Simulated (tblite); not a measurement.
**Geometry relaxation of C$_{3}$H$_{8}$ClOSi (part 1 of 4)**

C$_{3}$H$_{8}$ClOSi, multiplicity 2, SMILES CCO[SiH]CCl, computed with GFN2-xTB geometry optimisation, gas phase (tblite 0.8.0).

It belongs to a series of runs on one base structure; here: H removed from Si.

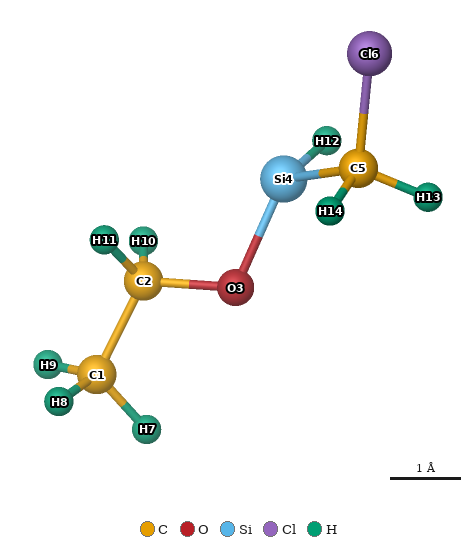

**Figure 1.** The structure as given in the input (ball-and-stick view, seen at a tilt; atoms are numbered from 1 in the order of the input).

## Input file
```
{"job": {"kind": "relax", "xc": "GFN2-xTB", "basis": "xTB"}, "charge": 0, "multiplicity": 2}
C      2.461000    -0.825300     0.157800
C      1.261400     0.068000     0.395000
O      0.048800    -0.552600     0.181200
Si    -1.260000     0.519700     0.467500
C     -2.629200     0.427800    -0.758100
Cl    -3.609300     1.892200    -0.890200
H      2.248800    -1.899000     0.366900
H      2.875000    -0.748300    -0.866600
H      3.229000    -0.534900     0.923000
H      1.264800     0.391800     1.464400
H      1.323400     0.972600    -0.226000
H     -1.721800     0.489400     1.865000
H     -3.261400    -0.441500    -0.473900
H     -2.231200     0.239500    -1.788300
```

The first line tells a small driver script what to run in tblite; the rest is the geometry in Å.

Launch command:
```bash
OMP_NUM_THREADS=1 python <driver script> task.json out
```

## Log
```
step      E/eV     max force
  0    -565.96821    2.368
  1    -566.15957    0.882
  2    -566.19575    0.454
  3    -566.22502    0.625
  4    -566.25951    0.514
  5    -566.28056    0.359
  6    -566.29721    0.343
  7    -566.31302    0.307
  8    -566.33035    0.352
  9    -566.34955    0.343
 10    -566.37084    0.337
 11    -566.39212    0.333
 12    -566.41178    0.378
 13    -566.43047    0.383
 14    -566.44891    0.329
 15    -566.46515    0.296
 16    -566.47987    0.287
 17    -566.49335    0.276
 18    -566.50370    0.237
 19    -566.51272    0.255
 20    -566.52320    0.227
 21    -566.53432    0.256
 22    -566.54446    0.317
 23    -566.55266    0.252
 24    -566.55828    0.167
 25    -566.56293    0.169
 26    -566.56838    0.215
 27    -566.57378    0.236
 28    -566.57824    0.186
 29    -566.58180    0.128
 30    -566.58442    0.116
 31    -566.58611    0.110
 32    -566.58971    0.144
 33    -566.59245    0.131
 34    -566.59466    0.134
 35    -566.59648    0.112
 36    -566.59850    0.142
 37    -566.60061    0.127
 38    -566.60235    0.089
 39    -566.60346    0.091
 40    -566.60424    0.085
 41    -566.60509    0.085
 42    -566.60615    0.089
 43    -566.60728    0.074
 44    -566.60827    0.064
 45    -566.60903    0.077
 46    -566.60964    0.071
 47    -566.61022    0.067
 48    -566.61091    0.073
 49    -566.61182    0.097
 50    -566.61302    0.108
 51    -566.61441    0.087
 52    -566.61589    0.093
 53    -566.61773    0.114
 54    -566.62041    0.154
 55    -566.62422    0.172
 56    -566.62806    0.132
 57    -566.63028    0.124
 58    -566.62849    0.220
 59    -566.63190    0.090
 60    -566.63230    0.070
 61    -566.63308    0.041
 62    -566.63327    0.042
 63    -566.63388    0.054
 64    -566.63443    0.059
 65    -566.63555    0.078
 66    -566.63700    0.098
 67    -566.63908    0.132
 68    -566.64185    0.157
 69    -566.64511    0.155
 70    -566.64842    0.160
 71    -566.64696    0.264
 72    -566.65344    0.225
 73    -566.65549    0.126
 74    -566.65861    0.068
 75    -566.65951    0.087
 76    -566.66032    0.078
 77    -566.66078    0.063
 78    -566.66119    0.043
 79    -566.66164    0.045
 80    -566.66200    0.051
 81    -566.66229    0.049
 82    -566.66255    0.048
 83    -566.66275    0.034
 84    -566.66288    0.027
 85    -566.66297    0.023
 86    -566.66301    0.017
 87    -566.66304    0.012
 88    -566.66306    0.008
```

## Trajectory as extended XYZ (Å, eV, eV/Å), 57 of the 89 frames kept, from step=0 to step=88
```
14
Properties=species:S:1:pos:R:3:forces:R:3 step=0 energy=-565.96821
C     2.4610   -0.8253    0.1578    1.0060  -0.7190   0.5360
C     1.2614    0.0680    0.3950    0.7420   0.4680   0.8520
O     0.0488   -0.5526    0.1812   -2.2370   0.7570  -0.1730
Si   -1.2600    0.5197    0.4675    1.7270  -0.2510   1.0320
C    -2.6292    0.4278   -0.7581   -0.4200  -1.2840  -1.6370
Cl   -3.6093    1.8922   -0.8902   -0.1370  -0.0370   0.2140
H     2.2488   -1.8990    0.3669   -0.1530   0.7980  -0.2380
H     2.8750   -0.7483   -0.8666   -0.2900   0.0010   0.6890
H     3.2290   -0.5349    0.9230   -0.3820  -0.1990  -0.9840
H     1.2648    0.3918    1.4644    0.2240   0.0020  -0.4940
H     1.3234    0.9726   -0.2260    0.1960  -0.0400   0.1090
H    -1.7218    0.4894    1.8650    0.1770  -0.1630  -0.2140
H    -3.2614   -0.4415   -0.4739   -0.0510   0.6410  -0.3930
H    -2.2312    0.2395   -1.7883   -0.4010   0.0260   0.7010
14
Properties=species:S:1:pos:R:3:forces:R:3 step=2 energy=-566.19575
C     2.4785   -0.8385    0.1693   -0.2090   0.0230   0.0450
C     1.2756    0.0717    0.4102   -0.0350  -0.1090  -0.0320
O     0.0036   -0.5277    0.1781    0.0830   0.4050  -0.0470
Si   -1.2281    0.5182    0.4878   -0.2460   0.3770   0.0600
C    -2.6314    0.3996   -0.7864    0.2640  -0.1010   0.1430
Cl   -3.6121    1.8882   -0.8835    0.0310  -0.2410   0.1650
H     2.2429   -1.8813    0.3612   -0.1950   0.0150  -0.0290
H     2.8672   -0.7486   -0.8470   -0.0920  -0.0110   0.2260
H     3.2249   -0.5397    0.8986    0.2860  -0.0260  -0.2220
H     1.2718    0.3933    1.4551    0.1640   0.0650   0.0230
H     1.3304    0.9701   -0.2214    0.2250  -0.1230   0.1570
H    -1.7166    0.4838    1.8607    0.0960  -0.1590   0.0360
H    -3.2673   -0.4270   -0.4858   -0.3190   0.0570  -0.2380
H    -2.2402    0.2374   -1.7791   -0.0520  -0.1720  -0.2870
14
Properties=species:S:1:pos:R:3:forces:R:3 step=3 energy=-566.22502
C     2.4769   -0.8405    0.1730   -0.2810   0.0740   0.0220
C     1.2777    0.0686    0.4123   -0.1280   0.0370  -0.0230
O    -0.0044   -0.5105    0.1765    0.3680   0.1830  -0.0670
Si   -1.2275    0.5274    0.4935   -0.4180   0.4600  -0.0670
C    -2.6242    0.3905   -0.7882    0.1570   0.0650   0.1520
Cl   -3.6120    1.8810   -0.8776    0.0680  -0.2350   0.1430
H     2.2365   -1.8766    0.3591   -0.1990  -0.1920   0.0420
H     2.8629   -0.7490   -0.8360   -0.0330  -0.0070  -0.0470
H     3.2315   -0.5416    0.8870    0.3210  -0.0040  -0.0520
H     1.2777    0.3954    1.4538    0.1340   0.0460   0.0970
H     1.3379    0.9663   -0.2162    0.2370  -0.0630   0.1030
H    -1.7129    0.4783    1.8606    0.0460  -0.1460   0.1460
H    -3.2772   -0.4222   -0.4949   -0.2690  -0.0500  -0.1760
H    -2.2436    0.2323   -1.7850   -0.0040  -0.1680  -0.2740
14
Properties=species:S:1:pos:R:3:forces:R:3 step=5 energy=-566.28056
C     2.4645   -0.8441    0.1837   -0.0170  -0.0590  -0.0580
C     1.2778    0.0690    0.4204    0.0050   0.2780   0.1000
O    -0.0097   -0.4630    0.1692    0.1850   0.0530  -0.0270
Si   -1.2402    0.5681    0.5021   -0.1440   0.1390  -0.1550
C    -2.6075    0.3708   -0.7926   -0.2510   0.0660  -0.1170
Cl   -3.6086    1.8546   -0.8575    0.0280  -0.0270   0.0480
H     2.2117   -1.8774    0.3578   -0.1190  -0.2430   0.1370
H     2.8511   -0.7505   -0.8191   -0.0640  -0.0470  -0.3500
H     3.2594   -0.5471    0.8586    0.0620  -0.0700   0.1050
H     1.2971    0.4024    1.4571    0.0210   0.0330   0.2370
H     1.3680    0.9587   -0.2017    0.2360   0.2110  -0.0540
H    -1.7032    0.4585    1.8704   -0.0190  -0.0890   0.1950
H    -3.3093   -0.4137   -0.5239    0.0360  -0.1560  -0.0530
H    -2.2518    0.2131   -1.8066    0.0430  -0.0880  -0.0060
14
Properties=species:S:1:pos:R:3:forces:R:3 step=6 energy=-566.29721
C     2.4600   -0.8470    0.1860    0.0910  -0.1080  -0.0910
C     1.2782    0.0758    0.4258    0.1630   0.2350   0.1020
O    -0.0077   -0.4441    0.1661    0.0030   0.1260   0.0060
Si   -1.2478    0.5855    0.5013   -0.0020  -0.0700  -0.0580
C    -2.6078    0.3650   -0.7972   -0.2650  -0.0070  -0.1650
Cl   -3.6068    1.8447   -0.8492   -0.0440   0.0930  -0.0040
H     2.1999   -1.8834    0.3608   -0.0560  -0.0740   0.1190
H     2.8452   -0.7523   -0.8215   -0.1370  -0.0880  -0.2490
H     3.2706   -0.5510    0.8508   -0.1020  -0.1280   0.0540
H     1.3045    0.4058    1.4643   -0.0150   0.0350   0.2110
H     1.3846    0.9615   -0.1980    0.2130   0.2650  -0.0420
H    -1.7002    0.4492    1.8786    0.0020  -0.0520   0.0540
H    -3.3196   -0.4144   -0.5356    0.1150  -0.1820  -0.0150
H    -2.2537    0.2041   -1.8143    0.0340  -0.0440   0.0770
14
Properties=species:S:1:pos:R:3:forces:R:3 step=8 energy=-566.33035
C     2.4552   -0.8574    0.1837    0.0400  -0.0290  -0.0630
C     1.2903    0.1006    0.4398    0.2570   0.0270   0.0050
O    -0.0004   -0.4002    0.1613   -0.0430   0.2700   0.0410
Si   -1.2644    0.6110    0.4970    0.0910  -0.3230   0.1060
C    -2.6218    0.3549   -0.8117   -0.0190  -0.1040   0.0010
Cl   -3.6079    1.8340   -0.8354   -0.1690   0.1900  -0.1070
H     2.1758   -1.8963    0.3732    0.0330   0.2550   0.0210
H     2.8242   -0.7624   -0.8394   -0.2280  -0.1730   0.0640
H     3.2834   -0.5673    0.8398   -0.2410  -0.2000  -0.0870
H     1.3170    0.4141    1.4894   -0.0070   0.0180  -0.0230
H     1.4284    0.9827   -0.1914    0.1360   0.1750   0.1470
H    -1.6941    0.4296    1.8938    0.0340   0.0140  -0.2330
H    -3.3315   -0.4292   -0.5574    0.1320  -0.1740   0.0270
H    -2.2548    0.1854   -1.8248   -0.0170   0.0520   0.1000
14
Properties=species:S:1:pos:R:3:forces:R:3 step=9 energy=-566.34955
C     2.4526   -0.8639    0.1798   -0.0790   0.0660  -0.0160
C     1.3036    0.1177    0.4480    0.1610  -0.0610  -0.0510
O     0.0062   -0.3694    0.1596    0.0630   0.2540   0.0160
Si   -1.2738    0.6175    0.4956    0.0680  -0.3100   0.1230
C    -2.6322    0.3482   -0.8198    0.1220  -0.0930   0.1410
Cl   -3.6129    1.8333   -0.8307   -0.1720   0.1060  -0.1490
H     2.1626   -1.8993    0.3821    0.0250   0.3160  -0.0290
H     2.8061   -0.7732   -0.8516   -0.2200  -0.1940   0.1780
H     3.2846   -0.5822    0.8333   -0.1780  -0.1830  -0.1270
H     1.3236    0.4194    1.5050    0.0400   0.0050  -0.1620
H     1.4581    1.0011   -0.1843    0.0940   0.0840   0.2610
H    -1.6902    0.4187    1.8976    0.0200   0.0270  -0.2930
H    -3.3338   -0.4442   -0.5685    0.1000  -0.1200   0.0360
H    -2.2552    0.1759   -1.8282   -0.0450   0.1040   0.0730
14
Properties=species:S:1:pos:R:3:forces:R:3 step=11 energy=-566.39212
C     2.4390   -0.8729    0.1719   -0.2170   0.1770   0.0680
C     1.3381    0.1544    0.4641   -0.1260  -0.0490  -0.0900
O     0.0285   -0.2880    0.1541    0.2290  -0.0040  -0.1340
Si   -1.2924    0.6196    0.4975    0.0150  -0.0400  -0.0200
C    -2.6481    0.3292   -0.8285    0.1960   0.0320   0.2670
Cl   -3.6320    1.8317   -0.8287   -0.0530  -0.2330  -0.1770
H     2.1312   -1.8912    0.4005   -0.1360   0.1230  -0.0390
H     2.7537   -0.8087   -0.8701   -0.1080  -0.1430   0.1350
H     3.2819   -0.6249    0.8113    0.1020  -0.0380  -0.0910
H     1.3433    0.4314    1.5294    0.1440  -0.0100  -0.2150
H     1.5315    1.0465   -0.1512    0.0380  -0.0100   0.3210
H    -1.6815    0.3943    1.8919   -0.0740  -0.0190  -0.1340
H    -3.3345   -0.4829   -0.5922    0.0450   0.0370   0.0710
H    -2.2592    0.1611   -1.8321   -0.0540   0.1770   0.0390
14
Properties=species:S:1:pos:R:3:forces:R:3 step=13 energy=-566.43047
C     2.4123   -0.8737    0.1711    0.0040   0.0030   0.0500
C     1.3677    0.1914    0.4780   -0.1230   0.0730  -0.0280
O     0.0593   -0.1938    0.1355    0.0440  -0.1840  -0.2520
Si   -1.3066    0.6256    0.5001    0.1490   0.1430  -0.1270
C    -2.6507    0.3057   -0.8245    0.0230   0.1000   0.0550
Cl   -3.6556    1.8072   -0.8359    0.0070  -0.3580  -0.1350
H     2.0815   -1.8735    0.4175   -0.2950  -0.0900   0.0730
H     2.6880   -0.8559   -0.8772   -0.0220  -0.0170  -0.0810
H     3.2904   -0.6732    0.7746    0.1540   0.0900  -0.0470
H     1.3779    0.4447    1.5424    0.0860  -0.0270   0.0540
H     1.6169    1.0943   -0.0922    0.0020   0.0740   0.1140
H    -1.6768    0.3626    1.8794   -0.1460  -0.0830   0.0870
H    -3.3362   -0.5175   -0.6163    0.0890   0.1070   0.1640
H    -2.2688    0.1558   -1.8345    0.0280   0.1700   0.0730
14
Properties=species:S:1:pos:R:3:forces:R:3 step=14 energy=-566.44891
C     2.3966   -0.8743    0.1723    0.1260  -0.1260  -0.0090
C     1.3824    0.2147    0.4855    0.0020   0.0710   0.0120
O     0.0777   -0.1412    0.1173   -0.0700  -0.1540  -0.2400
Si   -1.3104    0.6334    0.4989    0.2230   0.1500  -0.0650
C    -2.6505    0.2935   -0.8206   -0.0410   0.0840  -0.0800
Cl   -3.6696    1.7823   -0.8437   -0.0340  -0.2810  -0.0940
H     2.0433   -1.8645    0.4294   -0.2950  -0.0680   0.1290
H     2.6478   -0.8847   -0.8822   -0.0120   0.0460  -0.1080
H     3.2999   -0.6997    0.7502    0.0580   0.1120  -0.0620
H     1.4012    0.4519    1.5512   -0.0180  -0.0570   0.1640
H     1.6682    1.1243   -0.0533   -0.0340   0.0880  -0.0120
H    -1.6776    0.3412    1.8739   -0.1310  -0.0910   0.0770
H    -3.3355   -0.5346   -0.6268    0.1330   0.1020   0.2160
H    -2.2742    0.1571   -1.8342    0.0920   0.1260   0.0720
14
Properties=species:S:1:pos:R:3:forces:R:3 step=16 energy=-566.47987
C     2.3796   -0.8780    0.1723    0.0640  -0.1760  -0.0800
C     1.4015    0.2445    0.4917    0.1610  -0.0520   0.0880
O     0.1043   -0.0881    0.0772   -0.0550   0.0180  -0.0780
Si   -1.2978    0.6423    0.4943    0.1120   0.1510   0.0710
C    -2.6469    0.2862   -0.8114    0.0410   0.0230  -0.1380
Cl   -3.6954    1.7335   -0.8686   -0.1870   0.0190   0.0200
H     1.9771   -1.8483    0.4519   -0.1350   0.0640   0.1450
H     2.5927   -0.9228   -0.8911   -0.0020   0.0910  -0.0750
H     3.3109   -0.7279    0.7151   -0.0480   0.0650  -0.0650
H     1.4288    0.4550    1.5648   -0.2080  -0.1320   0.1480
H     1.7268    1.1687    0.0031   -0.0750   0.0290  -0.1760
H    -1.6899    0.3111    1.8617   -0.0260  -0.0730  -0.0370
H    -3.3181   -0.5514   -0.6179    0.1660   0.0210   0.2120
H    -2.2742    0.1750   -1.8252    0.1930  -0.0490  -0.0350
14
Properties=species:S:1:pos:R:3:forces:R:3 step=17 energy=-566.49335
C     2.3793   -0.8816    0.1703   -0.0350  -0.0660  -0.0500
C     1.4049    0.2454    0.4912    0.1050  -0.0840   0.0650
O     0.1097   -0.0934    0.0619   -0.0010   0.1120   0.0320
Si   -1.2849    0.6445    0.4926   -0.0080   0.1420   0.0850
C    -2.6425    0.2920   -0.8084    0.1230   0.0070  -0.0620
Cl   -3.7063    1.7192   -0.8806   -0.2260   0.1230   0.0610
H     1.9588   -1.8427    0.4606   -0.0300   0.0850   0.0980
H     2.5859   -0.9260   -0.8949   -0.0070   0.0510  -0.0440
H     3.3108   -0.7257    0.7093   -0.0270   0.0050  -0.0550
H     1.4260    0.4487    1.5683   -0.2260  -0.1470   0.0580
H     1.7256    1.1764    0.0098   -0.0600  -0.0300  -0.1580
H    -1.6987    0.3061    1.8562    0.0360  -0.0570  -0.0870
H    -3.3027   -0.5496   -0.5988    0.1660  -0.0110   0.1450
H    -2.2665    0.1863   -1.8195    0.1900  -0.1300  -0.0880
14
Properties=species:S:1:pos:R:3:forces:R:3 step=19 energy=-566.51272
C     2.3790   -0.8883    0.1658   -0.0920   0.1300   0.0160
C     1.4098    0.2414    0.4924   -0.1090  -0.0080  -0.0550
O     0.1136   -0.0993    0.0469   -0.0030   0.2070   0.1490
Si   -1.2693    0.6576    0.4935   -0.0910   0.0700   0.0100
C    -2.6305    0.3023   -0.8090    0.1280   0.0660   0.0410
Cl   -3.7297    1.7082   -0.8903   -0.0980   0.0360   0.0590
H     1.9376   -1.8349    0.4758    0.1120   0.0650  -0.0090
H     2.5820   -0.9238   -0.9025   -0.0510  -0.0430   0.0570
H     3.3103   -0.7195    0.7016   -0.0170  -0.0890  -0.0550
H     1.4076    0.4313    1.5755   -0.1290  -0.1110  -0.1010
H     1.7155    1.1795    0.0050   -0.0100  -0.1500   0.0120
H    -1.7074    0.2979    1.8472    0.0930  -0.0320  -0.1040
H    -3.2736   -0.5447   -0.5665    0.1860   0.0040   0.0120
H    -2.2454    0.1918   -1.8177    0.0810  -0.1440  -0.0320
14
Properties=species:S:1:pos:R:3:forces:R:3 step=20 energy=-566.52320
C     2.3734   -0.8906    0.1639   -0.0840   0.1470   0.0300
C     1.4149    0.2454    0.4954   -0.1830   0.0350  -0.0840
O     0.1176   -0.0790    0.0405   -0.0410   0.1800   0.1320
Si   -1.2661    0.6720    0.4954   -0.0920   0.0460  -0.0410
C    -2.6213    0.3048   -0.8108    0.0550   0.1160   0.0450
Cl   -3.7485    1.6991   -0.8919    0.0360  -0.0880   0.0350
H     1.9205   -1.8275    0.4872    0.1630   0.0410  -0.0510
H     2.5687   -0.9294   -0.9066   -0.0790  -0.0660   0.0870
H     3.3123   -0.7257    0.6889   -0.0430  -0.1020  -0.0420
H     1.3986    0.4208    1.5812   -0.0570  -0.0630  -0.1350
H     1.7242    1.1836    0.0093    0.0220  -0.1540   0.0840
H    -1.7076    0.2860    1.8397    0.0950  -0.0230  -0.0700
H    -3.2548   -0.5464   -0.5544    0.2000   0.0230  -0.0340
H    -2.2326    0.1867   -1.8198    0.0090  -0.0930   0.0430
14
Properties=species:S:1:pos:R:3:forces:R:3 step=22 energy=-566.54446
C     2.3492   -0.8911    0.1614   -0.0280   0.0190  -0.0070
C     1.4274    0.2691    0.5041   -0.1340   0.0250  -0.0450
O     0.1301    0.0091    0.0256   -0.1090   0.0370  -0.0250
Si   -1.2692    0.7104    0.4988   -0.0440   0.0590  -0.0510
C    -2.6022    0.3064   -0.8144   -0.0790   0.1180  -0.0040
Cl   -3.7905    1.6628   -0.8938    0.2180  -0.2290  -0.0240
H     1.8751   -1.8048    0.5142    0.1650  -0.0570  -0.0480
H     2.5118   -0.9605   -0.9124   -0.1120  -0.0170   0.0450
H     3.3169   -0.7610    0.6451   -0.1390  -0.0230   0.0100
H     1.3909    0.4020    1.5924    0.0250   0.0520  -0.0530
H     1.7770    1.2018    0.0434    0.0530  -0.0410   0.0970
H    -1.7001    0.2472    1.8182    0.0710  -0.0080   0.0210
H    -3.2070   -0.5601   -0.5421    0.1710   0.0150  -0.0340
H    -2.2102    0.1684   -1.8226   -0.0570   0.0510   0.1170
14
Properties=species:S:1:pos:R:3:forces:R:3 step=24 energy=-566.55828
C     2.3246   -0.8903    0.1585   -0.0490  -0.0970  -0.0400
C     1.4336    0.2922    0.5091    0.0030  -0.0380   0.0170
O     0.1386    0.0879    0.0083   -0.0550  -0.0050  -0.1020
Si   -1.2745    0.7403    0.4992    0.0220   0.0780   0.0450
C    -2.5922    0.3107   -0.8142    0.0020  -0.0470  -0.0010
Cl   -3.8125    1.6189   -0.9010    0.0890  -0.0720  -0.0450
H     1.8446   -1.7887    0.5336    0.0720  -0.1410   0.0080
H     2.4522   -0.9919   -0.9151   -0.0910   0.0640  -0.0520
H     3.3110   -0.7948    0.6091   -0.1320   0.0910   0.0470
H     1.3922    0.3940    1.5983   -0.0130   0.0870   0.0350
H     1.8307    1.2211    0.0853    0.0110   0.0090   0.0170
H    -1.6902    0.2146    1.8002    0.0640   0.0140   0.0480
H    -3.1602   -0.5755   -0.5364    0.0710  -0.0500   0.0200
H    -2.1987    0.1610   -1.8170    0.0070   0.1070   0.0020
14
Properties=species:S:1:pos:R:3:forces:R:3 step=25 energy=-566.56293
C     2.3153   -0.8917    0.1563   -0.0810  -0.0920  -0.0230
C     1.4332    0.2971    0.5095    0.0140  -0.0550   0.0390
O     0.1391    0.1095   -0.0005    0.0000   0.0020  -0.0920
Si   -1.2740    0.7522    0.4999    0.0260   0.0730   0.0750
C    -2.5875    0.3141   -0.8130    0.0790  -0.1150   0.0220
Cl   -3.8174    1.6010   -0.9063   -0.0110   0.0270  -0.0420
H     1.8384   -1.7868    0.5401    0.0260  -0.1660   0.0140
H     2.4312   -0.9995   -0.9169   -0.0750   0.0700  -0.0860
H     3.3037   -0.8017    0.5995   -0.0750   0.1190   0.0520
H     1.3895    0.3917    1.5994   -0.0330   0.0790   0.0360
H     1.8443    1.2255    0.0987   -0.0020   0.0110  -0.0140
H    -1.6859    0.2052    1.7942    0.0680   0.0280   0.0510
H    -3.1377   -0.5802   -0.5298    0.0230  -0.0790   0.0230
H    -2.1929    0.1633   -1.8133    0.0410   0.0980  -0.0560
```
